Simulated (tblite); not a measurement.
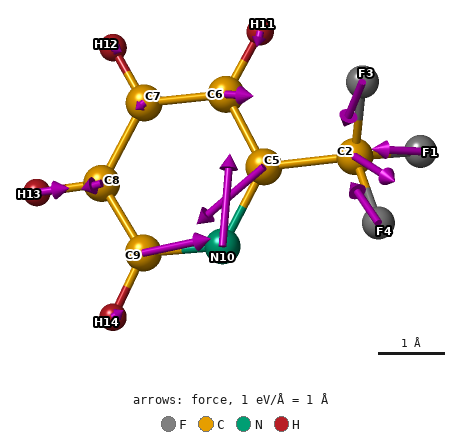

Starting geometry of C6H4F3N with the computed forces as purple arrows. The picture is a ball-and-stick view, seen at a tilt.

Method: GFN2-xTB geometry optimisation, gas phase (tblite). 

Is this structure relaxed? If not, where do the atoms go?

It isn't relaxed: the largest force vector, on N10, is 1.46 eV/Å. The final displacements follow the starting forces only in part (cosine between the two patterns 0.47). The atom that moves furthest after the best rigid fit is F4 (0.10 Å). Largest moves by element: F 0.10 Å, H 0.08 Å, N 0.06 Å, C 0.05 Å. Near-neighbour distances that change, for instance: C5–N10 1.365 → 1.321 Å, C2–F4 1.363 → 1.330 Å, C2–F3 1.374 → 1.347 Å, C9–N10 1.342 → 1.320 Å. Among the angles between lasting bonds that change: C2–C5–N10 120.0° → 116.4°, C6–C5–N10 121.4° → 124.1°, F3–C2–F4 104.5° → 106.9°. After 24 geometry steps the energy has fallen by 3.58 kcal/mol.
